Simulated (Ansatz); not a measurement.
**Starting-point dependence of the GW gap of ZnPS3 (C2/m)**

One-shot GW is not self-consistent; how far does the start matter for ZnPS3 (C2/m)?

Program: Ansatz 0.2.0. Level of theory: G0W0 on several functionals, plane waves, PAW. Results are calculated unless marked as measured.

## 1. Set-up

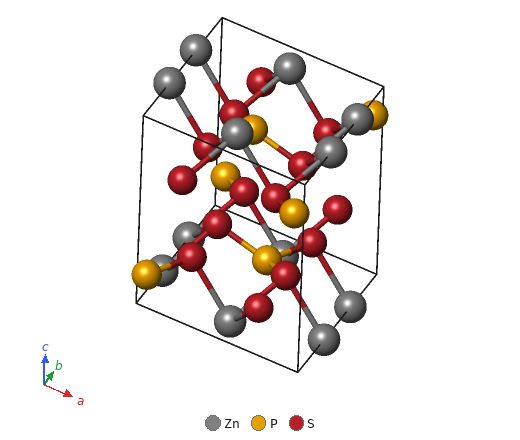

Start, viewed slightly off an axis; zinc grey, phosphorus orange, sulfur red. This picture shows the conventional cell, with its axes. Some periodic images of atoms are drawn too.

The structure was relaxed with LDA. The runs that relaxed it are not among those shown. The default PAW set here is soft_2. Its files were made with PBE.

## 2. G0W0 on LDA

Now the one-shot GW correction: screening in the RPA, then the self-energy of the levels asked for.

This step: G0W0 on LDA, plane waves, PAW.

input.yaml

```yaml
crystal:
  lattice:
    - [2.9241439516, -5.0686337764, 0.0002131003]
    - [2.9241439516, 5.0686337764, 0.0002131003]
    - [-1.9314010456, 0.0, 6.30138264]
  atoms:
    - { symbol: Zn, position: [0.6674819479, 0.3325180521, 0.0] }
    - { symbol: Zn, position: [0.3325180521, 0.6674819479, 0.0] }
    - { symbol: P, position: [0.9420357264, 0.9420357264, 0.8265338672] }
    - { symbol: P, position: [0.0579642736, 0.0579642736, 0.1734661328] }
    - { symbol: S, position: [0.5801548021, 0.9164201668, 0.7487598531] }
    - { symbol: S, position: [0.0835798332, 0.4198451979, 0.2512401469] }
    - { symbol: S, position: [0.7465943414, 0.7465943414, 0.2505942246] }
    - { symbol: S, position: [0.2534056586, 0.2534056586, 0.7494057754] }
    - { symbol: S, position: [0.4198451979, 0.0835798332, 0.2512401469] }
    - { symbol: S, position: [0.9164201668, 0.5801548021, 0.7487598531] }
kpoints:
  mp_grid: { grid: [4, 4, 2] }
hamiltonian:
  xc: lda
scf:
  occupations: { method: fixed }
gw:
  n_empty_bands: 362
  ecut_chi: 90
  qp_bands: [v3, c3]
  qp_kpoints: band_edges
  screening: { model: contour_deformation }
```

The run is started by

```bash
$ ansatz run input.yaml --threads 8 --pin off --max-ram 55296MiB --backend cuda --events-out ev --progress --plain --runs-dir out --devices 1 --max-vram 24GiB
```

Numbers of over 12 decimals in the logs are rounded to 6 here.

The log of the run:

```text
GPUs: using 1 of 1 available (devices: 1).
Engine: ansatz 0.2.0, x86_64-unknown-linux-gnu
Pseudopotentials: kind: paw
Pseudopotential: Zn, paw, valence charge 12, recommended cutoff 420 eV (normal), Zn.paw.azcp
Pseudopotential: P, paw, valence charge 5, recommended cutoff 420 eV (normal), P.paw.azcp
Pseudopotential: S, paw, valence charge 6, recommended cutoff 420 eV (normal), S.paw.azcp
Functional definition: SPW92
  exchange = slater_x
  correlation = pw_c
concurrent solve slots: 7 of 8 are kept, ahead of what memory takes: no pass of the eigensolver takes more rounds on 7
device memory: the entry about to start is reckoned to put 5.9 GiB on a device that reports 78.6 GiB free (of which the cap on the GPU budget leaves the run 24.0 GiB)
GPU FFT provider: cuFFT
GPU libraries: cuBLAS 13.8.2, cuFFT 12.4.0, cuSOLVER 12.3.4
Crystal: 10 atoms, lattice volume = 186.795 Å³
Basis set: ecut = 420 eV, 3641 PW (Γ)
Bands: 45, of which v1, the nominal top of the filled ones, is band 35 counted from 1 (34 counted from 0)
Symmetry: 4 space group operations
Space group: C2/m (ITA 12), of the structure as read, at distance tolerance 5.7e-5 Å
k-points: 14 of 32
Non-local potential: Zn, projectors of the file, l = 0: 2, l = 1: 2, l = 2: 3, l = 3: 1
Non-local potential: P, projectors of the file, l = 0: 2, l = 1: 2, l = 2: 2
Non-local potential: S, projectors of the file, l = 0: 2, l = 1: 2, l = 2: 2
PAW form: soft (Blöchl's): semilocal exchange-correlation on the pseudo side does not see the compensation charge
PAW frozen core: Zn, regenerated for the run's functional, and the local potential with it (the file was generated under x = pbe(κ = 0.804, μ = 0.219515), c = pbe(β = 0.066725))
PAW frozen core: P, regenerated for the run's functional, and the local potential with it (the file was generated under x = pbe(κ = 0.804, μ = 0.219515), c = pbe(β = 0.066725))
PAW frozen core: S, regenerated for the run's functional, and the local potential with it (the file was generated under x = pbe(κ = 0.804, μ = 0.219515), c = pbe(β = 0.066725))
PAW one-centre angular grid: Zn, 590 points (default); XC on 64 Gauss nodes
PAW one-centre angular grid: P, 110 points (default); XC on 64 Gauss nodes
PAW one-centre angular grid: S, 110 points (default); XC on 64 Gauss nodes
Initial density: superposition of atomic densities (neutral atoms: chi_scale 0, normalization atom), corrected by the library's trained network
Initial wavefunctions: pseudopotential atomic-orbital guess
GPU buffer pool allocated for 72000 grid points (all kernels)
GPU transforms: local potential and band sums: pruned to the plane-wave sphere, on 40×40×45
Functional: x = slater, c = lda
SCF iter   1: F=—  HF=-13165.897309 eV  |F-HF|=—  |Δ(HF+E_count)|=         —  Δρ=6.31e-3  dr2=5.89e-2  ethr=1.77e-3  ⟨swp⟩=5.9  Hψ=2760  notcnv=0  defer=94
preconditioner: auto → Resta (q_TF=auto, 2.317 Å⁻¹)  ε∞=6.0  [insulator: Δε(μ)=2.104 eV  Ē_g=10.187 eV  n_scr=38 (ndim 8)  ℏωp=22.7 eV  f_vac=0.015  ε∞_Penn≈6.0]
SCF iter   2: F=—  HF=-13165.883773 eV  |F-HF|=—  |Δ(HF+E_count)|=   1.35e-2  Δρ=3.14e-3  dr2=1.61e-2  ethr=8.41e-5  ⟨swp⟩=2.0  Hψ=1156  notcnv=0  defer=111
SCF iter   3: F=—  HF=-13165.881290 eV  |F-HF|=—  |Δ(HF+E_count)|=   2.48e-3  Δρ=1.89e-3  dr2=3.92e-3  ethr=2.30e-5  ⟨swp⟩=2.6  Hψ=1017  notcnv=0  defer=112
SCF iter   4: F=—  HF=-13165.879190 eV  |F-HF|=—  |Δ(HF+E_count)|=   2.10e-3  Δρ=3.14e-4  dr2=3.03e-4  ethr=5.60e-6  ⟨swp⟩=2.1  Hψ=1008  notcnv=0  defer=112
SCF iter   5: F=—  HF=-13165.879166 eV  |F-HF|=—  |Δ(HF+E_count)|=   2.41e-5  Δρ=1.28e-4  dr2=4.80e-5  ethr=4.33e-7  ⟨swp⟩=2.1  Hψ=1126  notcnv=0  defer=112
SCF iter   6: F=—  HF=-13165.879162 eV  |F-HF|=—  |Δ(HF+E_count)|=   4.17e-6  Δρ=4.55e-5  dr2=6.26e-6  ethr=6.86e-8  ⟨swp⟩=2.3  Hψ=967  notcnv=0  defer=112
SCF iter   7: F=—  HF=-13165.879163 eV  |F-HF|=—  |Δ(HF+E_count)|=   1.43e-6  Δρ=9.06e-6  dr2=1.89e-7  ethr=8.95e-9  ⟨swp⟩=2.1  Hψ=965  notcnv=0  defer=112
SCF iter   8: F=-13165.879163 eV  HF=-13165.879163 eV  |F-HF|=3.25e-9  |Δ(HF+E_count)|=   9.86e-8  Δρ=2.26e-6  dr2=1.45e-8  ethr=1.43e-10  ⟨swp⟩=14.2  Hψ=3085  notcnv=0
SCF 1 converged in 8 iterations: F = -13165.879163 eV  dr2 = 1.45e-8
  greatest PAW one-centre occupation: 0.988 electrons in one spin orbital (limit 2), on the Zn atom at site 1 (counted from 0), in its partial waves of l = 2
concurrent solve slots: 7 of 8 are kept, ahead of what memory takes: no pass of the eigensolver takes more rounds on 7
device memory: the entry about to start is reckoned to put 7.6 GiB (of the 7.7 GiB reckoned in all, the device holds 0.1 GiB already) on a device that reports 78.5 GiB free (of which the cap on the GPU budget leaves the run 24.0 GiB)
NSCF: frozen V_eff on 14 k-points
the band table was solved once the SCF had ended and its energy, with any forces and stress, was formed, with the checks that follow a solve (2515 applications of the Hamiltonian). They found nothing against the state; the energy, forces and stress were not computed again (output.eigenvalues in the input reference)
concurrent solve slots: 7 of 8 are kept, ahead of what memory takes: no pass of the eigensolver takes more rounds on 7
device memory: the entry about to start is reckoned to put 10.8 GiB on a device that reports 78.5 GiB free (of which the cap on the GPU budget leaves the run 24.0 GiB)
NSCF: frozen V_eff on 14 k-points
G₀W₀ screening: q 1/14
[... further progress lines ...]
device memory: the entry about to start is reckoned to put 0.8 GiB on a device that reports 78.4 GiB free (of which the cap on the GPU budget leaves the run 24.0 GiB)
NSCF: frozen V_eff on 1 k-points
device memory: the entry about to start is reckoned to put 0.8 GiB on a device that reports 78.4 GiB free (of which the cap on the GPU budget leaves the run 24.0 GiB)
NSCF: frozen V_eff on 1 k-points
device memory: the entry about to start is reckoned to put 0.8 GiB on a device that reports 78.4 GiB free (of which the cap on the GPU budget leaves the run 24.0 GiB)
NSCF: frozen V_eff on 1 k-points
SCF converged after 8 iterations
Free energy (F): -13165.879163 eV
Harris-Foulkes:  -13165.879163 eV  (|F-HF|=3.25e-9)
Internal energy: -13165.879163 eV  (E = F + TS)
E sigma→0 (E₀):  -13165.879163 eV
Fermi energy:    6.148090 eV
--- Per-component energies (eV) ---
  E_band       = 7.343460
  E_kinetic    = 1057.442716
  E_local      = -5443.555599  (includes V_loc(G=0)·N_el)
  E_nonlocal   = 1485.150969
  E_hartree    = 2260.316443
  E_xc         = -973.569532
  E_vxc        = -758.799260  (∫ρ·V_xc dr)
  E_paw        = -8009.911049  (= ΣΔE_a)
  E_vpaw       = -853.532256  (= ΣTr[D̂ρ^β])
  E_aug_tail   = -0.000723  (compensation charges beyond the density's cutoff)
  E_ewald      = -3546.020558
  E_core_change = 4.268171  (= ΣΔE_core)
  E_smearing   = -0.000000  (= −TS)
  E_closure    = -0.000000  (closes the sum)
  Σ components = -13165.879163   (vs F -13165.879163, Δ=0.00e0)
--- Band table (eV; the first three rows and the last of 14) ---
  k-point 0: bands = [... 31 lower, 5.2869, 5.3719, 5.7878, 5.8384, 8.2940, 9.4100, 9.5157, 9.8335, ... 6 higher]
  k-point 1: bands = [... 31 lower, 5.2195, 5.2983, 5.8546, 5.9193, 8.7765, 9.4027, 9.6538, 9.7603, ... 6 higher]
  k-point 2: bands = [... 31 lower, 5.1378, 5.2710, 5.3733, 5.6036, 9.1117, 9.5699, 9.7293, 9.8074, ... 6 higher]
  k-point 13: bands = [... 31 lower, 4.4780, 5.2273, 5.6942, 5.7913, 8.9631, 9.1380, 9.4836, 9.7081, ... 6 higher]
--- G₀W₀: contour deformation, 6 samples at zero and on the imaginary axis and 1 off it, 32 q-points, 362 empty bands' worth ---
  eigenvalues of the whole cell's RPA ε∞ on this k-mesh (on a slab, of 1 + 4πα/V) = 5.0820, 8.2376, 8.2605; static W/v taken at q = 0 is 0.151110
  gw.qp_kpoints: band_edges: 13 of 14 stored k-points solved, in 1 pass; an edge of the gap read off the rows below is read off those points alone
    valence top: of the k-points left out ik 2 came nearest to being solved in a further pass, in band 35 (counted from 1, as in the quasiparticle table): it holds the edge there only if its correction is more favourable than any solved in that band by at least 0.517 eV; those differ by 0.053 eV
    conduction bottom: of the k-points left out ik 2 came nearest to being solved in a further pass, in band 36 (counted from 1, as in the quasiparticle table): it holds the edge there only if its correction is more favourable than any solved in that band by at least 0.724 eV; those differ by 0.096 eV
    ik  band        ε_KS         Σx   Σc(E_QP)       V_xc       Z   E_QP_lin       E_QP  E_QP is
     0    33      5.3719   -18.6712     2.2516   -16.0651  0.7563     5.0157     5.0175  root
     0    34      5.7878   -20.3825     2.3109   -17.6687  0.7596     5.3827     5.3848  root
     0    35      5.8384   -20.4445     2.2945   -17.7488  0.7597     5.4351     5.4372  root
     0    36      8.2940   -10.3400    -4.1145   -15.3216  0.7847     9.1695     9.1611  root
     0    37      9.4100   -10.1382    -4.4487   -15.4843  0.7689    10.3201    10.3074  root
     0    38      9.5157    -8.4383    -4.2566   -13.4800  0.7796    10.3093    10.3008  root
     1    33      5.2983   -18.7146     2.3254   -16.0159  0.7548     4.9229     4.9250  root
     1    34      5.8546   -20.3892     2.2672   -17.7286  0.7605     5.4592     5.4611  root
     1    35      5.9193   -20.4629     2.2608   -17.8130  0.7603     5.5283     5.5302  root
     1    36      8.7765   -10.7954    -4.1761   -15.8413  0.7748     9.6560     9.6462  root
     1    37      9.4027    -9.6309    -4.3790   -14.8752  0.7748    10.2787    10.2680  root
     1    38      9.6538    -9.2886    -4.4193   -14.5316  0.7698    10.4883    10.4775  root
     3    33      5.2794   -20.1286     2.5397   -17.1304  0.7533     4.8177     4.8209  root
     3    34      5.3855   -19.2817     2.3801   -16.5000  0.7543     4.9815     4.9840  root
     3    35      5.8222   -20.3595     2.3005   -17.6534  0.7591     5.4145     5.4166  root
     3    36      9.0689   -10.1682    -4.2550   -15.2692  0.7697     9.9251     9.9148  root
     3    37      9.3795    -9.1417    -4.0584   -13.9998  0.7843    10.1873    10.1792  root
     3    38      9.6599    -8.7704    -4.3038   -13.8385  0.7761    10.4327    10.4243  root
     4    33      5.1322   -19.8392     2.5249   -16.8795  0.7511     4.6944     4.6974  root
     4    34      5.5556   -19.4407     2.2469   -16.7868  0.7593     5.1464     5.1486  root
     4    35      5.9618   -20.2227     2.3841   -17.4147  0.7574     5.5354     5.5378  root
     4    36      8.9070    -9.3556    -4.0798   -14.2453  0.7856     9.7247     9.7169  root
     4    37      9.1243    -9.7956    -4.2119   -14.8353  0.7710     9.9620     9.9521  root
     4    38      9.4967    -9.0001    -4.1671   -13.8881  0.7758    10.2249    10.2176  root
[...]
12    37      8.9848    -9.2291    -4.0048   -13.9312  0.7781     9.6885     9.6823  root
    12    38      9.1860    -9.9150    -4.1335   -14.8230  0.7720     9.9692     9.9605  root
    13    33      5.2273   -19.2911     2.4242   -16.4542  0.7528     4.8120     4.8147  root
    13    34      5.6942   -19.3624     2.1366   -16.8400  0.7610     5.3066     5.3085  root
    13    35      5.7913   -20.2522     2.4789   -17.3322  0.7556     5.3475     5.3502  root
    13    36      8.9631    -9.5346    -4.0602   -14.4118  0.7841     9.7881     9.7800  root
    13    37      9.1380    -9.7301    -4.1923   -14.7390  0.7716     9.9641     9.9546  root
    13    38      9.4836   -10.3858    -4.3683   -15.6099  0.7638    10.3517    10.3394  root
```

Wall time 8.1 s (1 × NVIDIA H100 80GB HBM3 with 8 threads of AMD EPYC 7R13 (Zen 3), shared host); peak memory 1.8 GiB; 24 s of CPU time.

The column dr2 measures how far the density is from self-consistency, as an energy; F and HF (Harris–Foulkes) agree once it is small.

Numbers from this step:

- bands summed: 397
- RPA ε∞ on this mesh (eigenvalues): 5.082, 8.238, 8.260
- plane waves in the screening matrix: 365
- q-points in the mesh: 32
- G0W0 gap on the mesh: 3.429 eV
- k of the valence top: -0.5, -0.5, 0
- k of the conduction bottom: 0, 0, 0
- starting gap on the mesh: 2.146 eV
- Z at the valence top: 0.7584
- Z at the conduction bottom: 0.7847
- least direct G0W0 gap on the computed points: 3.613 eV

The gap on the mesh goes from 2.15 eV to 3.43 eV, a correction of +1.28 eV. Between the two edge states, bare exchange in place of the xc potential would open the gap by 7.76 eV, and correlation takes back 6.47 eV.

[end of part 1 of 2]

[Paths, hosts, dates, memory and timing lines, banners, echoed tables and standing remarks are left out of the program output.]

[Logs are printed without paths, hosts, clocks, repeated set-up lines and the standing remarks that a program may print on its own settings, such as how far it seeks lower states.]

[Runs of the session that timed out or met a known fault of the program may be left out.]

[Cells called generated may have been cut or substituted from an entry of the Crystallography Open Database or the Materials Project.]

[Hosts, paths, dates, database ids (printed as entryN), source tags and the programs' standing remarks are cut or masked in the printed files.]
